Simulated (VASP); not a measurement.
## A VASP study of HfO2 (r2SCAN): structure first, properties next

Wanted: the relaxed cell of HfO2 and its properties. The steps: full relaxation (r2SCAN), single point with fields (r2SCAN), band structure (r2SCAN), density of states (r2SCAN) and field gradients at the nuclei (r2SCAN). The start is a computed cell from the Materials Project.

Main program and level: VASP 6.6.1; r2SCAN; plane waves and PAW (Hf_pv, O).

## Step 1: Set-up

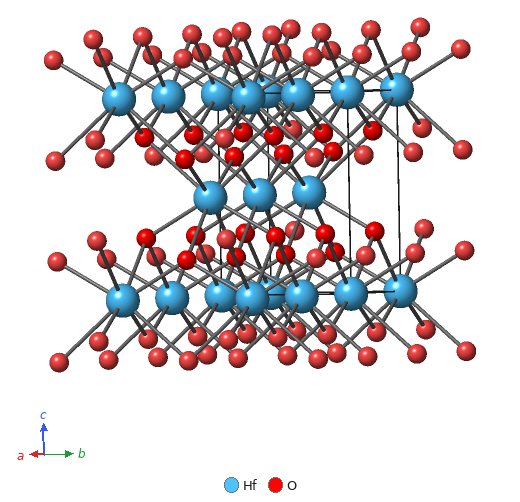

Start, viewed slightly off an axis; hafnium blue, oxygen red. 3×1×1 cells are drawn. Some periodic images of atoms are drawn too.

## Step 2: Full relaxation (r2SCAN)

Properties are meant for the cell that this level of theory prefers, so cell and atoms are relaxed first (ISIF = 3) until forces and stress are small; EDIFFG sets the threshold. r2SCAN adds the kinetic-energy density, costs more than a GGA and is run with LASPH.

File INCAR:

```
SYSTEM = HfO2
PREC = Accurate
ENCUT = 520
EDIFF = 1E-06
NELM = 100
ISMEAR = 0
SIGMA = 0.05
LREAL = .FALSE.
ALGO = Normal
METAGGA = R2SCAN
LASPH = .TRUE.
NBANDS = 28
LORBIT = 11
LWAVE = .FALSE.
LCHARG = .FALSE.
KPAR = 4
IBRION = 2
NSW = 60
ISIF = 3
EDIFFG = -0.01
```

File POSCAR:

```
HfO2
1.0
    3.5580193300      0.0000000000      0.0000000000
    0.0000000000      3.5580193300      0.0000000000
    0.0000000000      0.0000000000      5.1718612100
Hf O
2 4
Direct
    0.5000000000      0.5000000000      0.5000000000
    0.0000000000      0.0000000000      0.0000000000
    0.0000000000      0.5000000000      0.6972078800
    0.5000000000      0.0000000000      0.8027921200
    0.5000000000      0.0000000000      0.3027921200
    0.0000000000      0.5000000000      0.1972078800
```

File KPOINTS:

```
Automatic mesh
0
Gamma
8 8 5
0 0 0
```

The projector-augmented-wave data sets are Hf_pv and O (PBE family, release 64).

Run with:

```console
mpirun -np 4 vasp_std
```

Output:

```text
[banner, memory and clock lines left out]
running    4 mpi-ranks, on    1 nodes
 distrk:  each k-point on    1 cores,    4 groups
 distr:  one band on    1 cores,    1 groups

 POSCAR found type information on POSCAR HfO
 POSCAR found :  2 types and       6 ions
|                                                                             |
|               ----> ADVICE to this user running VASP <----                  |
|                                                                             |
|     You enforced a specific xc type in the INCAR file but a different       |
|     [... a line on the potential file left out ...]
|     I HOPE YOU KNOW WHAT YOU ARE DOING!                                     |
|                                                                             |

 LDA part: xc-table for (None), standard interpolation
 POSCAR, INCAR and KPOINTS ok, starting setup
 FFT: planning ... GRIDC
 FFT: planning ... GRID_SOFT
 FFT: planning ... GRID
 WAVECAR not read
 entering main loop
       N       E                     dE             d eps       ncg     rms          rms(c)
DAV:   1     0.172088424803E+03    0.17209E+03   -0.26142E+04  2520   0.162E+03
DAV:   2    -0.147439912474E+03   -0.31953E+03   -0.31096E+03  3232   0.390E+02
DAV:   3    -0.160924105913E+03   -0.13484E+02   -0.13444E+02  3044   0.750E+01
DAV:   4    -0.161054956124E+03   -0.13085E+00   -0.13077E+00  3368   0.815E+00
DAV:   5    -0.161056130348E+03   -0.11742E-02   -0.11741E-02  3132   0.716E-01    0.800E+01
DAV:   6    -0.136843810474E+03    0.24212E+02   -0.35481E+01  3044   0.364E+01    0.586E+01
DAV:   7    -0.137364550986E+03   -0.52074E+00   -0.49454E+00  3224   0.130E+01    0.288E+01
DAV:   8    -0.137413329135E+03   -0.48778E-01   -0.23747E+00  2780   0.878E+00    0.100E+01
DAV:   9    -0.137315533749E+03    0.97795E-01   -0.98980E-01  2820   0.537E+00    0.295E+00
DAV:  10    -0.137305075452E+03    0.10458E-01   -0.51202E-02  2824   0.141E+00    0.857E-01
DAV:  11    -0.137305096690E+03   -0.21238E-04   -0.39056E-03  3180   0.380E-01    0.449E-01
DAV:  12    -0.137305084589E+03    0.12101E-04   -0.98508E-05  3000   0.661E-02    0.262E-01
DAV:  13    -0.137305079805E+03    0.47835E-05   -0.34110E-05  3212   0.352E-02    0.535E-02
DAV:  14    -0.137305078854E+03    0.95182E-06   -0.23699E-06  2536   0.105E-02
   1 F= -.13730508E+03 E0= -.13730508E+03  d E =-.137305E+03
 curvature:   0.00 expect dE= 0.000E+00 dE for cont linesearch  0.000E+00
 trial: gam= 0.00000 g(F)=  0.119E-05 g(S)=  0.941E-03 ort = 0.000E+00 (trialstep = 0.100E+01)
 search vector abs. value=  0.942E-03
 bond charge predicted
       N       E                     dE             d eps       ncg     rms          rms(c)
DAV:   1    -0.137308772677E+03   -0.36929E-02   -0.11821E-01  2648   0.259E+00    0.129E+00
DAV:   2    -0.137305457347E+03    0.33153E-02   -0.15768E-02  2880   0.775E-01    0.296E-01
DAV:   3    -0.137304941822E+03    0.51552E-03   -0.42905E-04  2876   0.165E-01    0.141E-01
DAV:   4    -0.137304814889E+03    0.12693E-03   -0.41004E-04  3112   0.133E-01    0.133E-01
DAV:   5    -0.137304818132E+03   -0.32435E-05   -0.24704E-05  3140   0.304E-02    0.163E-01
DAV:   6    -0.137304811354E+03    0.67788E-05   -0.23376E-05  3100   0.293E-02    0.908E-02
DAV:   7    -0.137304808130E+03    0.32234E-05   -0.70173E-06  2912   0.177E-02    0.713E-02
DAV:   8    -0.137304808368E+03   -0.23748E-06   -0.73247E-07  1532   0.580E-03
   2 F= -.13730481E+03 E0= -.13730481E+03  d E =0.270486E-03
[...]
3 F= -.13730526E+03 E0= -.13730526E+03  d E =-.179497E-03
 curvature:  -0.20 expect dE=-0.131E-04 dE for cont linesearch -0.260E-05
 ZBRENT: interpolating
 opt :   0.3326  next Energy=  -137.305260 (dE=-0.182E-03)
 bond charge predicted
       N       E                     dE             d eps       ncg     rms          rms(c)
DAV:   1    -0.137305273193E+03   -0.15301E-04   -0.20043E-04  2684   0.110E-01    0.121E-01
DAV:   2    -0.137305260441E+03    0.12752E-04   -0.36025E-05  2780   0.369E-02    0.458E-02
DAV:   3    -0.137305256165E+03    0.42764E-05   -0.46103E-06  2936   0.153E-02    0.234E-02
DAV:   4    -0.137305255666E+03    0.49834E-06   -0.10836E-06  1876   0.718E-03
   4 F= -.13730526E+03 E0= -.13730526E+03  d E =-.176813E-03
 curvature:  -0.17 expect dE=-0.781E-05 dE for cont linesearch -0.252E-05
 trial: gam=-0.07691 g(F)=  0.178E-04 g(S)=  0.292E-04 ort = 0.119E-03 (trialstep = 0.867E+00)
 search vector abs. value=  0.342E-04
 reached required accuracy - stopping structural energy minimisation
```

Wall time 82 s (4 MPI ranks of Intel Xeon 6975P-C (Granite Rapids), shared host); peak memory 0.88 GiB.

The logs omit lines about the potential files and the build; timing stands in the text.

From OUTCAR (step 2):

```text
ion  position               nearest neighbor table
   1  0.500  0.500  0.500-   3 2.05   5 2.05   5 2.05   3 2.05   4 2.37   4 2.37   6 2.37   6 2.37
                             2 3.61   2 3.61   2 3.61   2 3.61   2 3.61   2 3.61   2 3.61   2 3.61
   2  0.000  0.000  0.000-   4 2.05   6 2.05   6 2.05   4 2.05   3 2.37   5 2.37   3 2.37   5 2.37
                             1 3.61   1 3.61   1 3.61   1 3.61   1 3.61   1 3.61   1 3.61   1 3.61
   3  0.000  0.500  0.697-   1 2.05   1 2.05   2 2.37   2 2.37
   4  0.500  0.000  0.803-   2 2.05   2 2.05   1 2.37   1 2.37
   5  0.500  0.000  0.303-   1 2.05   1 2.05   2 2.37   2 2.37
   6  0.000  0.500  0.197-   2 2.05   2 2.05   1 2.37   1 2.37

  LATTYP: Found a simple tetragonal cell.
 ALAT       =     3.5580193300
 C/A-ratio  =     1.4535787275

 Subroutine GETGRP returns: Found 16 space group operations
 (whereof  8 operations were pure point group operations)

The static configuration has the point symmetry D_2d.
 The point group associated with its full space group is D_4h.

 Found     45 irreducible k-points:

   k-points           NKPTS =     45   k-points in BZ     NKDIM =     45   number of bands    NBANDS=     28

   dimension x,y,z NGX =    28 NGY =   28 NGZ =   40
   dimension x,y,z NGXF=    56 NGYF=   56 NGZF=   80

   ENCUT  =  520.0 eV  38.22 Ry    6.18 a.u.   6.62  6.62  9.62*2*pi/ulx,y,z

   NELECT =      44.0000    total number of electrons

 k-points in reciprocal lattice and weights: Automatic mesh
   0.00000000  0.00000000  0.00000000       0.003
   0.12500000  0.00000000  0.00000000       0.013
   0.25000000  0.00000000  0.00000000       0.013
   0.37500000  0.00000000  0.00000000       0.013
   0.50000000  0.00000000  0.00000000       0.006
   0.12500000  0.12500000  0.00000000       0.013
   0.25000000  0.12500000  0.00000000       0.025
   0.37500000  0.12500000  0.00000000       0.025
   0.50000000  0.12500000  0.00000000       0.013
[...]
0.50000000  0.37500000  0.40000000       0.025
   0.50000000  0.50000000  0.40000000       0.006

 average (electrostatic) potential at core
       1 -43.0888       2 -43.0888       3 -73.5482       4 -73.5482       5 -73.5482
       6 -73.5482

 E-fermi :   3.3379

 k-point     1 :       0.0000    0.0000    0.0000
  band No.  band energies     occupation
    ...
     18       1.7784      2.00000
     19       2.4432      2.00000
     20       2.9759      2.00000
     21       3.0328      2.00000
     22       3.0328      2.00000
     23       8.4010      0.00000
     24       8.4135      0.00000
     25       9.6569      0.00000
     26       9.8551      0.00000
     27      10.3447      0.00000
    ...

 k-point     2 :       0.1250    0.0000    0.0000
  band No.  band energies     occupation
    ...
     18       1.6671      2.00000
     19       2.4411      2.00000
     20       2.7403      2.00000
     21       2.9170      2.00000
     22       3.0103      2.00000
     23       8.5805      0.00000
     24       8.6804      0.00000
     25       9.5974      0.00000
     26       9.8489      0.00000
     27      10.7193      0.00000
    ...

 k-point     3 :       0.2500    0.0000    0.0000
  band No.  band energies     occupation
    ...
     18       1.2742      2.00000
     19       2.0906      2.00000
     20       2.3493      2.00000
     21       2.8329      2.00000
     22       3.0596      2.00000
     23       8.8233      0.00000
     24       9.2165      0.00000
     25       9.3105      0.00000
     26       9.8447      0.00000
     27      11.3151      0.00000
    ...

  Total        0.0357433      0.0357433     -0.0328108      0.0000000      0.0000000      0.0000000
  in kB        0.8733812      0.8733812     -0.8017269      0.0000000      0.0000000      0.0000000
  external PRESSURE =       0.3150118 kB  Pullay stress =       0.0000000 kB

  energy-cutoff  :      520.00
  volume of cell :       65.57
      direct lattice vectors                 reciprocal lattice vectors
     3.560260891  0.000000000 -0.000000000     0.280878293  0.000000000  0.000000000
     0.000000000  3.560260891  0.000000000     0.000000000  0.280878293  0.000000000
    -0.000000000  0.000000000  5.172938906     0.000000000  0.000000000  0.193313708

 POSITION                                       TOTAL-FORCE (eV/Angst)
 -----------------------------------------------------------------------------------
      1.78013      1.78013      2.58647        -0.000000      0.000000      0.000000
      0.00000      0.00000      0.00000        -0.000000      0.000000      0.000000
     -0.00000      1.78013      3.60657         0.000000     -0.000000     -0.009592
      1.78013      0.00000      4.15283        -0.000000      0.000000      0.009592
      1.78013      0.00000      1.56636        -0.000000      0.000000      0.009592
     -0.00000      1.78013      1.02010         0.000000      0.000000     -0.009592
 -----------------------------------------------------------------------------------
    total drift:                                0.000000      0.000000      0.000000

  FREE ENERGIE OF THE ION-ELECTRON SYSTEM (eV)
  ---------------------------------------------------
  free  energy   TOTEN  =      -137.3052556664 eV

  energy  without entropy=     -137.3052556664  energy(sigma->0) =     -137.30525567

 reached required accuracy - stopping structural energy minimisation

 total charge
# of ion       s       p       d       tot
------------------------------------------
    1        0.317   6.602   1.434   8.352
    2        0.317   6.602   1.434   8.352
    3        1.569   3.588   0.000   5.157
    4        1.569   3.588   0.000   5.157
    5        1.569   3.588   0.000   5.157
    6        1.569   3.588   0.000   5.157
--------------------------------------------------
tot          6.909  27.555   2.867  37.331

[... 3 further parts left out ...]
```

CONTCAR:

```
HfO2
   1.00000000000000
     3.5602608907264295    0.0000000000000000   -0.0000000000000000
     0.0000000000000000    3.5602608907264295    0.0000000000000000
    -0.0000000000000000    0.0000000000000000    5.1729389061926803
  Hf              O
     2     4
Direct
     0.5000000000000000    0.5000000000000000    0.5000000000000000
     0.0000000000000000    0.0000000000000000    0.0000000000000000
     0.0000000000000000    0.5000000000000000    0.6972001783035515
     0.5000000000000000    0.0000000000000000    0.8027998216964485
     0.5000000000000000    0.0000000000000000    0.3027998216964485
     0.0000000000000000    0.5000000000000000    0.1972001783035515
```

The gap is read on the k-mesh alone, so it is an upper bound where the band edges lie off the mesh. Harder data sets than Hf_pv exist (the GW ones), and pressures, volumes and forces can shift noticeably with them. The PAW data sets were made with PBE, which is usual practice but a small mismatch for other functionals. The run keeps the 16 symmetry operations of its start, so it cannot find a distortion of lower symmetry.

Little changed from the start: no atom moved by 0.005 Å and no cell edge by 0.1 %.

This step gave:

```yaml
electrons: 44
bands: 28
irreducible_k_points: 45
symmetry_operations: 16
free_energy_toten: -137.3053 eV
fermi_energy: 3.338 eV
pressure: 0.03150 GPa
metallic: no
valence_top_at_k: 0, 0, 0.4
conduction_bottom_at_k: 0, 0, 0
least_direct_gap_at_k: 0, 0, 0
scf_cycles_over_all_ionic_steps: 31
gap_on_the_k_mesh: 5.296 eV
least_direct_gap_on_the_k_mesh: 5.368 eV
```

It ends with a largest force of 0.010 eV/Å and a pressure of 0.03 GPa.

## Step 3: Single point with fields (r2SCAN)

The relaxed cell gets a fresh self-consistent run, on a basis set for its own volume, to fix the density and to check the remaining stress.

Edit INCAR of step 2 so:

```diff
@@ -14,7 +14,5 @@
 LWAVE = .FALSE.
-LCHARG = .FALSE.
-KPAR = 4
-IBRION = 2
-NSW = 60
-ISIF = 3
-EDIFFG = -0.01
+LCHARG = .TRUE.
+ISIF = 2
+LELF = .TRUE.
+LVHAR = .TRUE.
```

File POSCAR:

```
HfO2
1.0
    3.5602608907      0.0000000000      0.0000000000
    0.0000000000      3.5602608907      0.0000000000
    0.0000000000      0.0000000000      5.1729389062
Hf O
2 4
Direct
    0.5000000000      0.5000000000      0.5000000000
    0.0000000000      0.0000000000      0.0000000000
    0.0000000000      0.5000000000      0.6972001783
    0.5000000000      0.0000000000      0.8027998217
    0.5000000000      0.0000000000      0.3027998217
    0.0000000000      0.5000000000      0.1972001783
```

KPOINTS is that of step 2.

Run with:

```console
mpirun -np 4 vasp_std
```

Output:

```text
[banner, memory and clock lines left out]
running    4 mpi-ranks, on    1 nodes
 distrk:  each k-point on    4 cores,    1 groups
 distr:  one band on    1 cores,    4 groups

 POSCAR found type information on POSCAR HfO
 POSCAR found :  2 types and       6 ions
 [... a notice as in an earlier step ...]

 LDA part: xc-table for (None), standard interpolation
 POSCAR, INCAR and KPOINTS ok, starting setup
 FFT: planning ... GRIDC
 FFT: planning ... GRID_SOFT
 FFT: planning ... GRID
 WAVECAR not read
 entering main loop
       N       E                     dE             d eps       ncg     rms          rms(c)
DAV:   1     0.177645310051E+03    0.17765E+03   -0.26002E+04  2520   0.161E+03
DAV:   2    -0.147009963290E+03   -0.32466E+03   -0.31587E+03  3200   0.396E+02
DAV:   3    -0.160918860470E+03   -0.13909E+02   -0.13862E+02  3004   0.762E+01
DAV:   4    -0.161064835266E+03   -0.14597E+00   -0.14586E+00  3376   0.855E+00
DAV:   5    -0.161066097619E+03   -0.12624E-02   -0.12622E-02  3172   0.733E-01    0.798E+01
DAV:   6    -0.136844031277E+03    0.24222E+02   -0.35537E+01  3052   0.364E+01    0.585E+01
DAV:   7    -0.137363219290E+03   -0.51919E+00   -0.49214E+00  3208   0.130E+01    0.288E+01
DAV:   8    -0.137413837100E+03   -0.50618E-01   -0.23618E+00  2776   0.876E+00    0.100E+01
DAV:   9    -0.137315803227E+03    0.98034E-01   -0.99023E-01  2816   0.537E+00    0.294E+00
DAV:  10    -0.137305378612E+03    0.10425E-01   -0.51007E-02  2812   0.141E+00    0.865E-01
DAV:  11    -0.137305399464E+03   -0.20851E-04   -0.39663E-03  3208   0.382E-01    0.452E-01
DAV:  12    -0.137305387301E+03    0.12162E-04   -0.99217E-05  3008   0.661E-02    0.270E-01
DAV:  13    -0.137305381657E+03    0.56439E-05   -0.35811E-05  3236   0.359E-02    0.534E-02
DAV:  14    -0.137305380632E+03    0.10250E-05   -0.25991E-06  2580   0.110E-02    0.263E-02
DAV:  15    -0.137305380777E+03   -0.14432E-06   -0.11224E-06  1716   0.586E-03
   1 F= -.13730538E+03 E0= -.13730538E+03  d E =-.116011E-12
```

The job ended after 33 s (4 MPI ranks; peak memory 0.56 GiB).

Parts of OUTCAR (step 3):

```text
  LATTYP: Found a simple tetragonal cell.
 ALAT       =     3.5602608907
 C/A-ratio  =     1.4529662474

 Found     45 irreducible k-points:

   NELECT =      44.0000    total number of electrons

 E-fermi :   3.3393

 k-point     1 :       0.0000    0.0000    0.0000
  band No.  band energies     occupation
    ...
     18       1.7785      2.00000
     19       2.4432      2.00000
     20       2.9759      2.00000
     21       3.0327      2.00000
     22       3.0327      2.00000
     23       8.4011      0.00000
     24       8.4137      0.00000
     25       9.6570      0.00000
     26       9.8554      0.00000
     27      10.3447      0.00000
    ...

 k-point     2 :       0.1250    0.0000    0.0000
  band No.  band energies     occupation
    ...
     18       1.6671      2.00000
     19       2.4411      2.00000
     20       2.7403      2.00000
     21       2.9169      2.00000
     22       3.0103      2.00000
     23       8.5806      0.00000
     24       8.6805      0.00000
     25       9.5976      0.00000
     26       9.8491      0.00000
     27      10.7193      0.00000
    ...

  Total        0.0327007      0.0327007     -0.0366392      0.0000000      0.0000000      0.0000000
  in kB        0.7990354      0.7990354     -0.8952722      0.0000000      0.0000000      0.0000000
  external PRESSURE =       0.2342662 kB  Pullay stress =       0.0000000 kB

  energy-cutoff  :      520.00
  volume of cell :       65.57
      direct lattice vectors                 reciprocal lattice vectors
     3.560260891  0.000000000  0.000000000     0.280878293  0.000000000  0.000000000
     0.000000000  3.560260891  0.000000000     0.000000000  0.280878293  0.000000000
     0.000000000  0.000000000  5.172938906     0.000000000  0.000000000  0.193313708

 POSITION                                       TOTAL-FORCE (eV/Angst)
 -----------------------------------------------------------------------------------
      1.78013      1.78013      2.58647         0.000000     -0.000000      0.000000
      0.00000      0.00000      0.00000        -0.000000     -0.000000      0.000000
      0.00000      1.78013      3.60657        -0.000000     -0.000000     -0.009459
      1.78013      0.00000      4.15283        -0.000000     -0.000000      0.009459
      1.78013      0.00000      1.56636        -0.000000      0.000000      0.009459
      0.00000      1.78013      1.02010        -0.000000      0.000000     -0.009459
 -----------------------------------------------------------------------------------
    total drift:                                0.000000      0.000000      0.000000

  FREE ENERGIE OF THE ION-ELECTRON SYSTEM (eV)
  ---------------------------------------------------
  free  energy   TOTEN  =      -137.3053807768 eV

  energy  without entropy=     -137.3053807768  energy(sigma->0) =     -137.30538078

[... 8 parts as in an earlier step ...]

[... 5 further parts left out ...]
```

This step gave:

| Quantity | Value |
| --- | --- |
| electronic steps | 15 |
| free energy (TOTEN) | -137.3054 eV |
| Fermi energy | 3.339 eV |
| pressure | 0.02343 GPa |

Valence electrons inside each PAW sphere by angular momentum. Sphere charges, by row:

```csv
atom,s (e),p (e),d (e),tot (e)
Hf1,0.317,6.602,1.434,8.352
Hf2,0.317,6.602,1.434,8.352
O3,1.569,3.588,0,5.157
O4,1.569,3.588,0,5.157
O5,1.569,3.588,0,5.157
O6,1.569,3.588,0,5.157
```

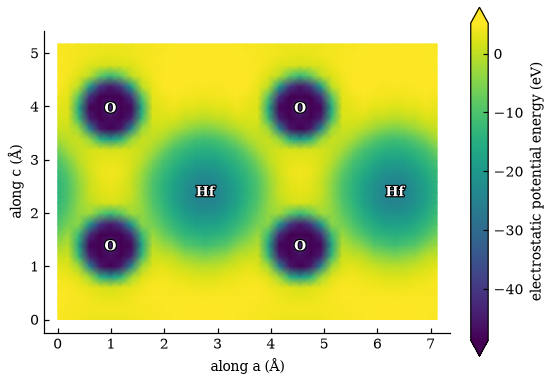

Electrostatic potential energy in the ac plane at fractional y = 0.000, with atoms of Hf and O within 0.2 Å of it. With pseudopotentials it is smooth inside the atoms' cores, unlike the true potential. The map starts off the cell's origin, so that atoms lie inside it.

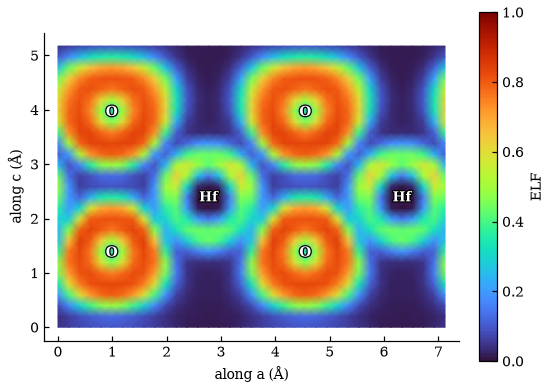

ELF in the ac plane at fractional y = 0.000, with atoms of Hf and O within 0.2 Å of it. It is the smooth field of the valence electrons, not physical close to the nuclei. The map starts off the cell's origin, so that atoms lie inside it.

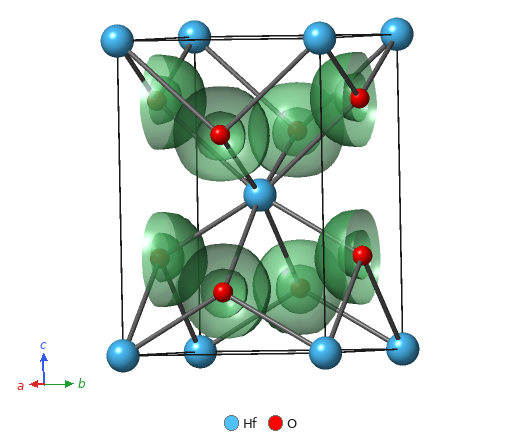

Surface of ELF = 0.76.

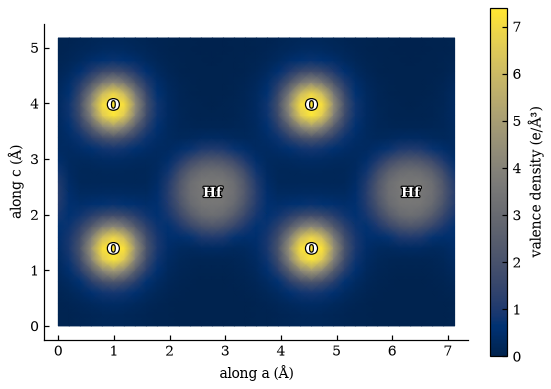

Valence density in the ac plane at fractional y = 0.000, with atoms of Hf and O within 0.2 Å of it. It is the smooth field of the valence electrons, not physical close to the nuclei. The map starts off the cell's origin, so that atoms lie inside it.

In this run the pressure is 0.02 GPa, small enough to go on.

(Part 1 of 3 ends here.)

[Lines on the potential files, build, host, timing and source positions are cut from VASP's logs without a mark.]

[Logs are printed without paths, hosts, clocks, repeated set-up lines and the standing remarks that a program may print on its own settings, such as how far it seeks lower states.]

[Hosts, paths, dates, database ids (printed as entryN), source tags and the programs' standing remarks are cut or masked in the printed files.]

[A measured line is paired with the nearest computed mode of its activity, which favours agreement.]
